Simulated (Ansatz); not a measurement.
**AlNH2F2: molecular dynamics**

- system: AlNH2F2
- method: RKS r2SCAN-rvv10/def2-SVP (Ansatz 0.2.0)

The geometry comes from this level: PBE0-D4/def2-TZVP. Figures and captions count atoms from 1; the log counts them from 0 in places.

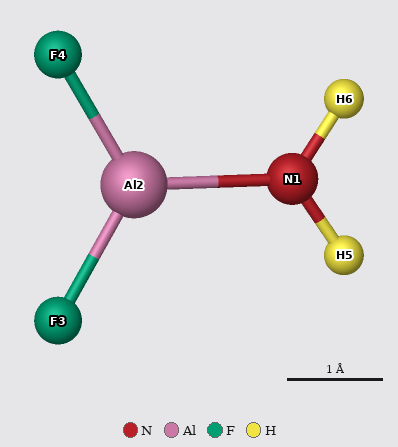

*The starting structure (ball-and-stick view, seen at an oblique angle; atoms are numbered from 1 in the order of the input). Sticks mark near contacts.*

Bond lengths as drawn: Al–F 1.64 Å, Al–N 1.75 Å and H–N 1.01 Å.

**Key numbers**

- outcome: finished
- mean temperature over the second half: 417 K
- trajectory: 20 steps, 20 fs
- ensemble: nvt_nose_hoover
- temperature in the input: 700 K
- time step: 1 fs
- potential energy (last step): −13544.9803 eV
- SCF solution under orbital rotations (last step): stable
- largest force (length of the vector) (last step): 2.368 eV/Å
- dipole moment (last step): 2.75 D
- hardware: 4 threads of Arm Neoverse V1, 23 GiB of memory available, shared host
- wall time: 37 s (CPU time 2.3 min)
- peak memory: 0.15 GiB

So short a trajectory is not equilibrated. The temperature stays far from the 700 K of the thermostat over the second half: the run isn't equilibrated.

**Input**
```yaml
crystal:
  periodic: [false, false, false]
  atoms:
    - {symbol: N, position_ang: [-0.352488, 0.868969, -0.156860]}
    - {symbol: Al, position_ang: [0.299535, -0.727036, 0.113501]}
    - {symbol: F, position_ang: [1.455804, -0.977417, 1.249152]}
    - {symbol: F, position_ang: [-0.230002, -2.007883, -0.763061]}
    - {symbol: H, position_ang: [-0.069648, 1.692031, 0.347645]}
    - {symbol: H, position_ang: [-1.061201, 1.087235, -0.836576]}
basis:
  gaussian: {orbitals: def2-SVP}
hamiltonian: {xc: {name: r2SCAN}, dispersion: rvv10}
md: {timestep: 1 fs, n_steps: 20, ensemble: nvt_nose_hoover, temperature: 700, initial_velocities: maxwell_boltzmann, seed: 929}
```

Run as:
```bash
ansatz run in.yaml --threads 4 --pin off --events-out ev --progress --plain --max-ram 10444MiB
```

**What the program printed**
```
Functional definition: r2SCAN+rVV10
  name "r2SCAN+rVV10"
  cite "Furness, Kaplan, Ning, Perdew & Sun, J. Phys. Chem. Lett. 11, 8208 (2020) doi:10.1021/acs.jpclett.0c02405"
  cite "Furness, Kaplan, Ning, Perdew & Sun, J. Phys. Chem. Lett. 11, 9248 (2020) doi:10.1021/acs.jpclett.0c03077"
  cite "Vydrov & Van Voorhis, J. Chem. Phys. 133, 244103 (2010) doi:10.1063/1.3521275"
  cite "Sabatini, Gorni & de Gironcoli, Phys. Rev. B 87, 041108(R) (2013) doi:10.1103/PhysRevB.87.041108"
  cite "Ning et al., Phys. Rev. B 106, 075422 (2022) doi:10.1103/PhysRevB.106.075422"
  parent "r2scan"
  parameter k0 = 0.174
  parameter k1 = 0.065
  parameter a1 = 4.9479
  exchange = r2scan_x(k0 = k0, k1 = k1, a1 = a1)
  correlation = r2scan_c + rvv10(11.95, 0.0093)
777 factors; their error is unknown
mean field evaluation 1: about -13535.0451 eV, gradient 7.5e1 eV
mean field evaluation 2: about -13512.7399 eV, gradient 1.2e2 eV
mean field evaluation 4: about -13545.0968 eV, gradient 9.6e0 eV
mean field evaluation 8: about -13545.2555 eV, gradient 1.5e-2 eV
mean field evaluation 16: about -13545.2089 eV, gradient 1.5e-5 eV
mean field -13545.20888872 eV, -497.7772453881 hartree, gradient 1.5e-5 eV, S^2 0.000000; 0 other end points of the search recorded, 0 dependent functions left out
the calculation of the forces begins
reference -13545.20890014 eV, -497.7772458079 hartree; 20, 20 occupied and 50, 50 virtual orbitals, 777 factors
md step     0: t =     0.00 fs  T =   700.0 K  F+E_penalty+E_count = -13545.20888872 eV  E_kin = 0.361928 eV  conserved = -13544.84696072 eV  (25 SCF iters)
these checks for a lower state are left out or cut short: starts, cluster_reference, orbital_swaps, neighbouring_geometries, increment
777 factors; their error is unknown
mean field -13545.14956322 eV, -497.7750652164 hartree, gradient 1.6e-5 eV, S^2 0.000000; 0 other end points of the search recorded, 0 dependent functions left out
[... from here on the field's lines of each further geometry are left out, up to the last ...]
md step     1: t =     1.00 fs  T =   597.3 K  F+E_penalty+E_count = -13545.14956322 eV  E_kin = 0.308818 eV  conserved = -13544.84074679 eV  (28 SCF iters)
md step     2: t =     2.00 fs  T =   511.9 K  F+E_penalty+E_count = -13545.10159324 eV  E_kin = 0.264684 eV  conserved = -13544.83691980 eV  (28 SCF iters)
md step     3: t =     3.00 fs  T =   525.8 K  F+E_penalty+E_count = -13545.11529799 eV  E_kin = 0.271850 eV  conserved = -13544.84348063 eV  (28 SCF iters)
md step     4: t =     4.00 fs  T =   500.6 K  F+E_penalty+E_count = -13545.10497308 eV  E_kin = 0.258854 eV  conserved = -13544.84618689 eV  (28 SCF iters)
md step     5: t =     5.00 fs  T =   362.0 K  F+E_penalty+E_count = -13545.02852424 eV  E_kin = 0.187186 eV  conserved = -13544.84144881 eV  (28 SCF iters)
md step     6: t =     6.00 fs  T =   221.0 K  F+E_penalty+E_count = -13544.95115439 eV  E_kin = 0.114247 eV  conserved = -13544.83706087 eV  (28 SCF iters)
md step     7: t =     7.00 fs  T =   196.5 K  F+E_penalty+E_count = -13544.93897175 eV  E_kin = 0.101603 eV  conserved = -13544.83756748 eV  (28 SCF iters)
md step     8: t =     8.00 fs  T =   274.9 K  F+E_penalty+E_count = -13544.98428066 eV  E_kin = 0.142156 eV  conserved = -13544.84239298 eV  (28 SCF iters)
md step     9: t =     9.00 fs  T =   329.7 K  F+E_penalty+E_count = -13545.01581335 eV  E_kin = 0.170454 eV  conserved = -13544.84573624 eV  (28 SCF iters)
md step    10: t =    10.00 fs  T =   291.4 K  F+E_penalty+E_count = -13544.99100813 eV  E_kin = 0.150654 eV  conserved = -13544.84085813 eV  (27 SCF iters)
md step    11: t =    11.00 fs  T =   281.9 K  F+E_penalty+E_count = -13544.98108101 eV  E_kin = 0.145750 eV  conserved = -13544.83597114 eV  (28 SCF iters)
md step    12: t =    12.00 fs  T =   402.6 K  F+E_penalty+E_count = -13545.04946971 eV  E_kin = 0.208176 eV  conserved = -13544.84211668 eV  (28 SCF iters)
md step    13: t =    13.00 fs  T =   519.2 K  F+E_penalty+E_count = -13545.11410510 eV  E_kin = 0.268448 eV  conserved = -13544.84674631 eV  (28 SCF iters)
md step    14: t =    14.00 fs  T =   508.2 K  F+E_penalty+E_count = -13545.10454767 eV  E_kin = 0.262740 eV  conserved = -13544.84320897 eV  (28 SCF iters)
md step    15: t =    15.00 fs  T =   441.5 K  F+E_penalty+E_count = -13545.06525050 eV  E_kin = 0.228263 eV  conserved = -13544.83869121 eV  (29 SCF iters)
md step    16: t =    16.00 fs  T =   437.0 K  F+E_penalty+E_count = -13545.06244455 eV  E_kin = 0.225930 eV  conserved = -13544.83851511 eV  (29 SCF iters)
md step    17: t =    17.00 fs  T =   499.2 K  F+E_penalty+E_count = -13545.09854768 eV  E_kin = 0.258082 eV  conserved = -13544.84280036 eV  (27 SCF iters)
md step    18: t =    18.00 fs  T =   515.0 K  F+E_penalty+E_count = -13545.11007632 eV  E_kin = 0.266278 eV  conserved = -13544.84651178 eV  (28 SCF iters)
md step    19: t =    19.00 fs  T =   406.1 K  F+E_penalty+E_count = -13545.04927992 eV  E_kin = 0.209980 eV  conserved = -13544.84237027 eV  (28 SCF iters)
the calculation of the forces begins
reference -13544.98032885 eV, -497.7688459677 hartree; 20, 20 occupied and 50, 50 virtual orbitals, 777 factors
777 factors; their error is unknown
mean field evaluation 192: about -13544.9803 eV, gradient 5.2e-6 eV
mean field -13544.98031764 eV, -497.7688455557 hartree, gradient 1.5e-5 eV, S^2 0.000000; 1 other end points of the search recorded, 0 dependent functions left out
the calculation of the forces begins
reference -13544.98032885 eV, -497.7688459677 hartree; 20, 20 occupied and 50, 50 virtual orbitals, 777 factors
md step    20: t =    20.00 fs  T =   285.6 K  F+E_penalty+E_count = -13544.98031764 eV  E_kin = 0.147668 eV  conserved = -13544.83600323 eV  (27 SCF iters)
```

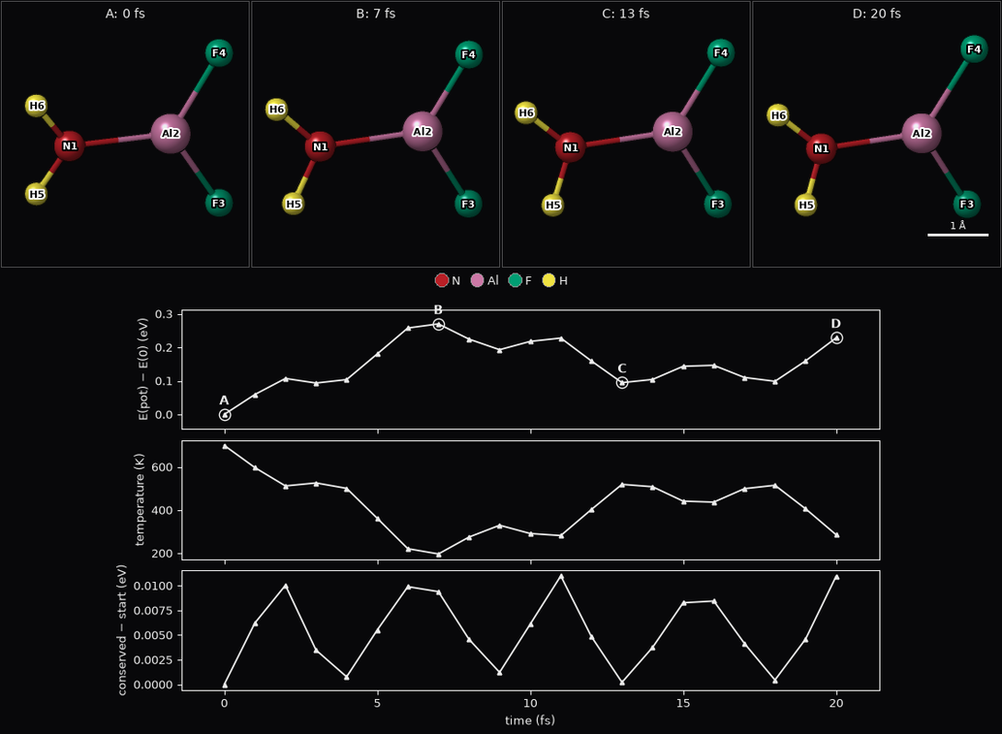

*Frames of the molecular dynamics (ball-and-stick, seen at a tilt) above the curves, on which the letters mark them.*

The trajectory kept here has 21 frames over 20 fs. The temperature starts at 700 K, ranges from 197 to 700 K and averages 417 K over the second half. The potential energy ends 0.229 eV above its first value. The conserved quantity stays within 0.011 eV. After an unweighted best fit of the last frame on the first, the root-mean-square displacement is 0.18 Å.

```
Total energy: -13544.98032885 eV, -497.7688459677 hartree
Atom 0 at    -0.326499     0.880054    -0.101516 Å, force     0.357811    -1.834550     0.237162 eV/Å
Atom 1 at     0.293183    -0.721803     0.099790 Å, force    -0.794689    -1.954569    -1.075140 eV/Å
Atom 2 at     1.440579    -0.916617     1.263189 Å, force     0.312299    -0.151483     0.125467 eV/Å
Atom 3 at    -0.242567    -2.087241    -0.805198 Å, force     0.571024     1.425438     1.012713 eV/Å
Atom 4 at     0.283755     1.569755     0.216428 Å, force     1.142263     1.796006     0.817856 eV/Å
Atom 5 at    -1.081949     1.265164    -0.577766 Å, force    -1.588709     0.719159    -1.118058 eV/Å
Dipole moment:    -0.137359     0.547333    -0.095123 e Å
```

**Trajectory as extended XYZ (Å, eV, eV/Å), 21 frames, from step=0 to step=20**
```
6
Properties=species:S:1:pos:R:3:forces:R:3 step=0 time_fs=0.0 energy=-13545.20889 temperature=700.0
N    -0.3525    0.8690   -0.1569    0.1330  -0.3263   0.0558
Al    0.2995   -0.7270    0.1135   -0.1316   0.3247  -0.0561
F     1.4558   -0.9774    1.2492    0.3634  -0.0838   0.3566
F    -0.2300   -2.0079   -0.7631   -0.1640  -0.4057  -0.2731
H    -0.0696    1.6920    0.3476    0.0756   0.3532   0.1684
H    -1.0612    1.0872   -0.8366   -0.2764   0.1378  -0.2517
6
Properties=species:S:1:pos:R:3:forces:R:3 step=1 time_fs=1.0 energy=-13545.14956 temperature=597.3
N    -0.3533    0.8711   -0.1547    0.5830  -1.7230   0.1913
Al    0.2968   -0.7343    0.1081    0.0917   0.9463   0.3411
F     1.4555   -0.9741    1.2507    0.2493  -0.0685   0.2334
F    -0.2269   -2.0024   -0.7591   -0.3532  -0.8744  -0.5813
H    -0.0493    1.6708    0.3252    0.5405   1.3938   0.8693
H    -1.0516    1.1079   -0.8055   -1.1113   0.3258  -1.0538
6
Properties=species:S:1:pos:R:3:forces:R:3 step=2 time_fs=2.0 energy=-13545.10159 temperature=511.9
N    -0.3536    0.8721   -0.1524    0.6937  -2.1919   0.2316
Al    0.2942   -0.7413    0.1029    0.3346   1.5494   0.7560
F     1.4554   -0.9709    1.2524    0.1357  -0.0556   0.1091
F    -0.2240   -1.9973   -0.7554   -0.5476  -1.3593  -0.8990
H    -0.0238    1.6630    0.3111    0.7561   1.6859   1.0844
H    -1.0525    1.1316   -0.7844   -1.3726   0.3716  -1.2821
6
Properties=species:S:1:pos:R:3:forces:R:3 step=3 time_fs=3.0 energy=-13545.11530 temperature=525.8
N    -0.3535    0.8716   -0.1500    0.4503  -1.3342   0.1583
Al    0.2916   -0.7477    0.0979    0.5888   2.1058   1.1708
F     1.4553   -0.9677    1.2542    0.0285  -0.0464  -0.0101
F    -0.2213   -1.9929   -0.7521   -0.7389  -1.8403  -1.2125
H     0.0089    1.6712    0.3074    0.5016   0.9645   0.6760
H    -1.0667    1.1589   -0.7757   -0.8302   0.1507  -0.7825
6
Properties=species:S:1:pos:R:3:forces:R:3 step=4 time_fs=4.0 energy=-13545.10497 temperature=500.6
N    -0.3531    0.8702   -0.1474    0.0923   0.1443   0.0211
Al    0.2893   -0.7534    0.0933    0.8346   2.5948   1.5589
F     1.4552   -0.9645    1.2560   -0.0685  -0.0409  -0.1198
F    -0.2191   -1.9894   -0.7495   -0.9149  -2.2856  -1.5014
H     0.0465    1.6888    0.3102   -0.0362  -0.1792   0.0245
H    -1.0888    1.1877   -0.7744    0.0927  -0.2334   0.0167
6
Properties=species:S:1:pos:R:3:forces:R:3 step=5 time_fs=5.0 energy=-13545.02852 temperature=362.0
N    -0.3526    0.8688   -0.1449   -0.1602   1.3683  -0.0993
Al    0.2872   -0.7581    0.0893    1.0464   2.9991   1.8898
F     1.4551   -0.9614    1.2576   -0.1527  -0.0382  -0.2169
F    -0.2173   -1.9871   -0.7476   -1.0614  -2.6591  -1.7421
H     0.0837    1.7046    0.3132   -0.5374  -1.0866  -0.4799
H    -1.1099    1.2142   -0.7730    0.8653  -0.5835   0.6483
6
Properties=species:S:1:pos:R:3:forces:R:3 step=6 time_fs=6.0 energy=-13544.95115 temperature=221.0
N    -0.3522    0.8684   -0.1424   -0.2267   1.9568  -0.1478
Al    0.2856   -0.7618    0.0860    1.2001   3.3019   2.1366
F     1.4549   -0.9582    1.2592   -0.2217  -0.0370  -0.2987
F    -0.2160   -1.9862   -0.7466   -1.1658  -2.9295  -1.9138
H     0.1158    1.7100    0.3116   -0.8309  -1.5118  -0.7064
H    -1.1229    1.2351   -0.7654    1.2450  -0.7803   0.9301
6
Properties=species:S:1:pos:R:3:forces:R:3 step=7 time_fs=7.0 energy=-13544.93897 temperature=196.5
N    -0.3520    0.8694   -0.1400   -0.1075   1.8408  -0.1047
Al    0.2843   -0.7642    0.0834    1.2781   3.4839   2.2785
F     1.4546   -0.9551    1.2607   -0.2736  -0.0365  -0.3631
F    -0.2153   -1.9867   -0.7466   -1.2181  -3.0724  -2.0001
H     0.1399    1.7009    0.3032   -0.8577  -1.4381  -0.6574
H    -1.1238    1.2486   -0.7489    1.1787  -0.7778   0.8469
6
Properties=species:S:1:pos:R:3:forces:R:3 step=8 time_fs=8.0 energy=-13544.98428 temperature=274.9
N    -0.3519    0.8716   -0.1376    0.1657   1.0212   0.0280
Al    0.2835   -0.7655    0.0817    1.2736   3.5260   2.3049
F     1.4541   -0.9520    1.2619   -0.3071  -0.0359  -0.4090
F    -0.2153   -1.9888   -0.7476   -1.2128  -3.0736  -1.9918
H     0.1558    1.6780    0.2886   -0.5793  -0.8833  -0.3522
H    -1.1136    1.2546   -0.7242    0.6599  -0.5544   0.4200
6
Properties=species:S:1:pos:R:3:forces:R:3 step=9 time_fs=9.0 energy=-13545.01581 temperature=329.7
N    -0.3516    0.8745   -0.1353    0.5116  -0.3959   0.2162
Al    0.2832   -0.7655    0.0807    1.1915   3.4136   2.2169
F     1.4535   -0.9489    1.2630   -0.3217  -0.0352  -0.4355
F    -0.2158   -1.9925   -0.7496   -1.1499  -2.9331  -1.8889
H     0.1662    1.6467    0.2705    0.0080   0.0810   0.1627
H    -1.0969    1.2553   -0.6956   -0.2394  -0.1304  -0.2715
6
Properties=species:S:1:pos:R:3:forces:R:3 step=10 time_fs=10.0 energy=-13544.99101 temperature=291.4
N    -0.3510    0.8772   -0.1328    0.7649  -1.9154   0.3683
Al    0.2833   -0.7642    0.0806    1.0476   3.1414   2.0268
F     1.4528   -0.9458    1.2638   -0.3166  -0.0352  -0.4420
F    -0.2170   -1.9976   -0.7526   -1.0358  -2.6647  -1.7010
H     0.1766    1.6162    0.2540    0.7187   1.1339   0.7061
H    -1.0826    1.2548   -0.6695   -1.1787   0.3400  -0.9582
6
Properties=species:S:1:pos:R:3:forces:R:3 step=11 time_fs=11.0 energy=-13544.98108 temperature=281.9
N    -0.3499    0.8785   -0.1300    0.7693  -2.5868   0.3780
Al    0.2838   -0.7618    0.0812    0.8634   2.7188   1.7547
F     1.4518   -0.9428    1.2644   -0.2917  -0.0375  -0.4281
F    -0.2186   -2.0041   -0.7564   -0.8812  -2.2940  -1.4450
H     0.1940    1.5965    0.2443    1.0738   1.6454   0.9349
H    -1.0796    1.2575   -0.6526   -1.5337   0.5541  -1.1944
6
Properties=species:S:1:pos:R:3:forces:R:3 step=12 time_fs=12.0 energy=-13545.04947 temperature=402.6
N    -0.3482    0.8781   -0.1270    0.5698  -1.8737   0.2456
Al    0.2846   -0.7585    0.0824    0.6591   2.1742   1.4248
F     1.4508   -0.9397    1.2647   -0.2481  -0.0433  -0.3947
F    -0.2208   -2.0118   -0.7610   -0.6990  -1.8520  -1.1423
H     0.2216    1.5925    0.2435    0.7087   1.2478   0.6614
H    -1.0912    1.2656   -0.6471   -0.9904   0.3470  -0.7949
6
Properties=species:S:1:pos:R:3:forces:R:3 step=13 time_fs=13.0 energy=-13545.11411 temperature=519.2
N    -0.3461    0.8763   -0.1238    0.3411  -0.3777   0.0708
Al    0.2856   -0.7544    0.0841    0.4489   1.5553   1.0630
F     1.4496   -0.9367    1.2649   -0.1892  -0.0527  -0.3448
F    -0.2232   -2.0204   -0.7662   -0.5034  -1.3716  -0.8157
H     0.2560    1.6005    0.2491   -0.1216   0.3366   0.1200
H    -1.1123    1.2769   -0.6492    0.0242  -0.0899  -0.0933
6
Properties=species:S:1:pos:R:3:forces:R:3 step=14 time_fs=14.0 energy=-13545.10455 temperature=508.2
N    -0.3438    0.8743   -0.1206    0.1846   0.9855  -0.0639
Al    0.2868   -0.7497    0.0862    0.2397   0.9123   0.6909
F     1.4483   -0.9337    1.2649   -0.1195  -0.0645  -0.2828
F    -0.2260   -2.0297   -0.7717   -0.3063  -0.8805  -0.4850
H     0.2893    1.6117    0.2558   -0.9036  -0.4810  -0.3503
H    -1.1332    1.2874   -0.6522    0.9050  -0.4717   0.4911
6
Properties=species:S:1:pos:R:3:forces:R:3 step=15 time_fs=15.0 energy=-13545.06525 temperature=441.5
N    -0.3414    0.8730   -0.1174    0.1275   1.7740  -0.1223
Al    0.2880   -0.7447    0.0886    0.0327   0.2855   0.3234
F     1.4469   -0.9307    1.2648   -0.0434  -0.0777  -0.2130
F    -0.2289   -2.0395   -0.7776   -0.1157  -0.3986  -0.1641
H     0.3139    1.6183    0.2591   -1.3613  -0.9246  -0.6010
H    -1.1455    1.2934   -0.6505    1.3602  -0.6587   0.7771
6
Properties=species:S:1:pos:R:3:forces:R:3 step=16 time_fs=16.0 energy=-13545.06244 temperature=437.0
N    -0.3389    0.8729   -0.1143    0.1792   1.8995  -0.0909
Al    0.2893   -0.7396    0.0911   -0.1705  -0.2929  -0.0261
F     1.4455   -0.9278    1.2645    0.0352  -0.0912  -0.1397
F    -0.2318   -2.0495   -0.7835    0.0614   0.0557   0.1352
H     0.3256    1.6161    0.2567   -1.4310  -0.9518  -0.6177
H    -1.1447    1.2931   -0.6414    1.3258  -0.6194   0.7392
6
Properties=species:S:1:pos:R:3:forces:R:3 step=17 time_fs=17.0 energy=-13545.09855 temperature=499.2
N    -0.3362    0.8741   -0.1113    0.3335   1.3580   0.0318
Al    0.2905   -0.7345    0.0935   -0.3656  -0.8049  -0.3480
F     1.4442   -0.9249    1.2642    0.1127  -0.1047  -0.0665
F    -0.2347   -2.0595   -0.7893    0.2207   0.4707   0.4055
H     0.3235    1.6048    0.2484   -1.0984  -0.5657  -0.4103
H    -1.1313    1.2869   -0.6252    0.7971  -0.3533   0.3875
6
Properties=species:S:1:pos:R:3:forces:R:3 step=18 time_fs=18.0 energy=-13545.11008 temperature=515.0
N    -0.3334    0.8762   -0.1082    0.5238   0.2170   0.2086
Al    0.2916   -0.7298    0.0959   -0.5426  -1.2452  -0.6330
F     1.4429   -0.9221    1.2639    0.1860  -0.1185   0.0034
F    -0.2375   -2.0692   -0.7950    0.3589   0.8379   0.6416
H     0.3109    1.5880    0.2362   -0.3760   0.2114  -0.0001
H    -1.1102    1.2772   -0.6052   -0.1501   0.0974  -0.2205
6
Properties=species:S:1:pos:R:3:forces:R:3 step=19 time_fs=19.0 energy=-13545.04928 temperature=406.1
N    -0.3301    0.8785   -0.1050    0.5802  -1.1370   0.3220
Al    0.2925   -0.7255    0.0980   -0.6896  -1.6239  -0.8767
F     1.4417   -0.9193    1.2635    0.2530  -0.1337   0.0679
F    -0.2402   -2.0785   -0.8003    0.4757   1.1565   0.8439
H     0.2947    1.5732    0.2239    0.5444   1.1799   0.5011
H    -1.0905    1.2685   -0.5874   -1.1636   0.5580  -0.8582
6
Properties=species:S:1:pos:R:3:forces:R:3 step=20 time_fs=20.0 energy=-13544.98032 temperature=285.6
N    -0.3265    0.8801   -0.1015    0.3578  -1.8345   0.2372
Al    0.2932   -0.7218    0.0998   -0.7947  -1.9546  -1.0751
F     1.4406   -0.9166    1.2632    0.3123  -0.1515   0.1255
F    -0.2426   -2.0872   -0.8052    0.5710   1.4254   1.0127
H     0.2838    1.5698    0.2164    1.1423   1.7960   0.8179
H    -1.0819    1.2652   -0.5778   -1.5887   0.7192  -1.1181
```

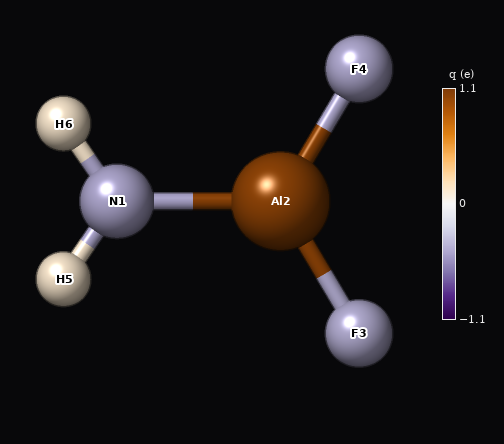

*Mulliken charges, as the colour of each atom (ball-and-stick view, seen on its broad side; atoms are numbered from 1 in the order of the input).*

By element: N −0.44, Al +1.03, F −0.43 to −0.41 and H +0.13 e.
